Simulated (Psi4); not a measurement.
# SiH2O (oxosilane): ULDA0/aug-cc-pVTZ

What is the energy difference between two shapes of SiH2O (oxosilane) at ULDA0/aug-cc-pVTZ? 

The calculation is run with Psi4 1.11.

4 further runs of the same task are left out: 2 that didn't finish, 2 set aside as unsound or not needed.

### Step 1. The system as given

SiH2O has 4 atoms, charge 0, and is taken as a singlet. As SMILES, `O=[SiH2]`. The shape is that of a PBE0-D4/def2-TZVP optimisation.

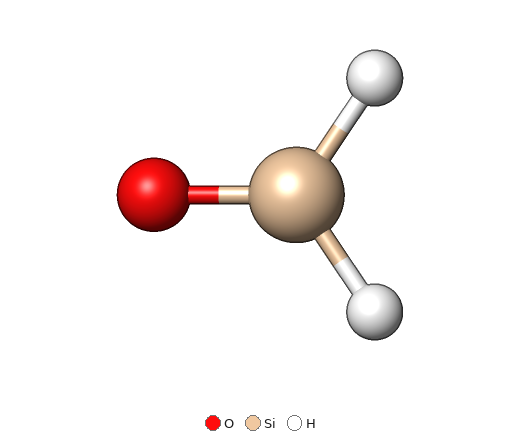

Viewed from a chosen angle; oxygen red, silicon light orange, hydrogen white.

### Step 2. Energy and gradient at ULDA0/aug-cc-pVTZ

job.dat

```
memory 1600 mb

molecule m {
  0 1
  O     -0.283200     0.413500     1.469500
  Si    -0.006700     0.009800     0.034900
  H      0.439900    -1.346000    -0.376200
  H     -0.150000     0.922700    -1.128300
}

set basis aug-cc-pVTZ
set reference uks
set scf_type pk

e_tot, wfn = gradient('lda0', return_wfn=True)
```

On the command line:

```bash
psi4 -n 1 job.dat job.out
```

job.out:

```text
[...]
  Running in c1 symmetry.
[...]
  Nuclear repulsion =   52.484789994440831
[...]
  Multiplicity = 1
[...]
  Nalpha       = 12
  Nbeta        = 12
[...]
    Number of basis functions: 142
[...]
   @UKS iter   1:  -364.14049702461028   -2.62643e-01   5.87687e-03 DIIS/ADIIS
[...]
   @UKS iter  11:  -364.41136987510407   -1.98952e-12   8.95429e-10 DIIS
[...]
   @S^2 Observed:               -1.776356839E-15
[...]
    Orbital Energies [Eh]
    ---------------------
    Alpha Occupied:
       1A    -66.090830     2A    -19.065858     3A     -5.343688
       4A     -3.706324     5A     -3.699143     6A     -3.698340
       7A     -0.945214     8A     -0.536980     9A     -0.405919
      10A     -0.368031    11A     -0.335069    12A     -0.300306
    Alpha Virtual:
      13A     -0.084609    14A     -0.015285    15A      0.001515
      16A      0.024297    17A      0.029439    18A      0.043896
      19A      0.057654    20A      0.069560    21A      0.078594
      22A      0.089221    23A      0.125271    24A      0.128297
      25A      0.133122    26A      0.163854    27A      0.182794
[...]
  @UKS Final Energy:  -364.41136987510407
   => Energetics <=
    Nuclear Repulsion Energy =             52.4847899944408312
    One-Electron Energy =                -610.2794884796257975
    Two-Electron Energy =                 214.7365024801343623
    DFT Exchange-Correlation Energy =     -21.3531738700533928
    Empirical Dispersion Energy =           0.0000000000000000
    VV10 Nonlocal Energy =                  0.0000000000000000
    Total Energy =                       -364.4113698751040147
[...]
 Multipole Moments:
 ------------------------------------------------------------------------------------
     Multipole            Electronic (a.u.)      Nuclear  (a.u.)        Total (a.u.)
 ------------------------------------------------------------------------------------
 L = 1.  Multiply by 2.5417464519 to convert [e a0] to [Debye]
 Dipole X            :         -0.1799306            0.4532372            0.2733066
 Dipole Y            :          0.2627636           -0.6618064           -0.3990427
 Dipole Z            :          0.9343203           -2.3521705           -1.4178502
 Magnitude           :                                                    1.4980757
[...]
  -Total Gradient:
     Atom            X                  Y                   Z
    ------   -----------------  -----------------  -----------------
       1        0.000603050051    -0.000881628932    -0.003139071621
       2       -0.000251334888     0.000354615435     0.001374146298
       3       -0.000699278472     0.002279205660     0.000207898240
       4        0.000353146650    -0.001760343341     0.001528075072
[...]
```

Run time: 40 s. Hardware: 1 thread of AMD EPYC 7B13 (Zen 3), shared host; peak memory 1.3 GiB.

### Step 3. The distorted shape at the same level

job.py

```python
import psi4

psi4.set_memory(1600000000)
psi4.set_num_threads(1)
psi4.core.set_output_file('run.log', False)

m = psi4.geometry("""
0 1
O     -0.49649341     0.79216563     2.70924176
Si    -0.04816345     0.01915804     0.02389370
H      0.86681548    -2.51859485    -0.70255482
H     -0.32010827     1.72659174    -2.07312971
units au
""")

psi4.set_options(dict(basis='aug-cc-pVTZ', reference='uks', scf_type='pk'))

e = psi4.gradient("lda0", molecule=m)
print('gradient / Eh bohr^-1')
print(e.np.round(6))
```

On the command line:

```bash
python job.py
```

run.log:

```text
[...]
  Running in c1 symmetry.
[...]
  Nuclear repulsion =   53.211305925591219
[...]
  Multiplicity = 1
[...]
  Nalpha       = 12
  Nbeta        = 12
[...]
    Number of basis functions: 142
[...]
   @UKS iter   1:  -364.13693194260412   -2.30603e-01   5.91878e-03 DIIS/ADIIS
[...]
   @UKS iter  11:  -364.40968410900024   -3.80851e-12   3.57978e-09 DIIS
[...]
   @S^2 Observed:                2.486899575E-14
[...]
    Orbital Energies [Eh]
    ---------------------
    Alpha Occupied:
       1A    -66.083018     2A    -19.062054     3A     -5.338260
       4A     -3.700645     5A     -3.693468     6A     -3.693032
       7A     -0.947839     8A     -0.539161     9A     -0.410420
      10A     -0.366961    11A     -0.336795    12A     -0.300547
    Alpha Virtual:
      13A     -0.082733    14A     -0.009954    15A      0.002035
      16A      0.024357    17A      0.029712    18A      0.044235
      19A      0.058378    20A      0.069786    21A      0.079073
      22A      0.090649    23A      0.126257    24A      0.133149
      25A      0.134510    26A      0.163812    27A      0.182439
[...]
  @UKS Final Energy:  -364.40968410900024
   => Energetics <=
    Nuclear Repulsion Energy =             53.2113059255912191
    One-Electron Energy =                -611.7624554034445055
    Two-Electron Energy =                 215.5147354453574735
    DFT Exchange-Correlation Energy =     -21.3732700765044363
    Empirical Dispersion Energy =           0.0000000000000000
    VV10 Nonlocal Energy =                  0.0000000000000000
    Total Energy =                       -364.4096841090002385
[...]
 Multipole Moments:
 ------------------------------------------------------------------------------------
     Multipole            Electronic (a.u.)      Nuclear  (a.u.)        Total (a.u.)
 ------------------------------------------------------------------------------------
 L = 1.  Multiply by 2.5417464519 to convert [e a0] to [Debye]
 Dipole X            :         -0.2436082            0.4605898            0.2169816
 Dipole Y            :          0.2616280           -0.6621764           -0.4005484
 Dipole Z            :          0.8440442           -2.2714299           -1.4273857
 Magnitude           :                                                    1.4983157
[...]
  -Total Gradient:
     Atom            X                  Y                   Z
    ------   -----------------  -----------------  -----------------
       1        0.005489063664    -0.006641604454    -0.024901434929
       2       -0.008010670887     0.013679241612     0.005418610829
       3       -0.000419042523     0.004582745618     0.002529885878
       4        0.002944049802    -0.011627627335     0.016918604374
[...]
```

On the terminal:

```text
gradient / Eh bohr^-1
[[ 0.005489 -0.006642 -0.024901]
 [-0.008011  0.013679  0.005419]
 [-0.000419  0.004583  0.00253 ]
 [ 0.002944 -0.011628  0.016919]]
```

It took 39 s on 1 thread of AMD EPYC 7B13 (Zen 3), shared host; peak memory 1.3 GiB.

### Step 4. Outcome

At ULDA0/aug-cc-pVTZ:

```
                                 quantity          value
                first shape: total energy  -364.41137 Eh
               first shape: dipole moment         3.81 D
                 first shape: HOMO energy       -8.17 eV
                 first shape: LUMO energy       -2.30 eV
               first shape: HOMO–LUMO gap        5.87 eV
    first shape: largest force on an atom     0.171 eV/Å
            distorted shape: total energy  -364.40968 Eh
           distorted shape: dipole moment         3.81 D
             distorted shape: HOMO energy       -8.18 eV
             distorted shape: LUMO energy       -2.25 eV
           distorted shape: HOMO–LUMO gap        5.93 eV
distorted shape: largest force on an atom     1.355 eV/Å
   energy change with the atoms displaced       0.046 eV
```

What this shows: With the atoms displaced the energy rises by 0.05 eV (4.4 kJ/mol). The first shape isn't relaxed at this level, so the change isn't measured from a minimum.
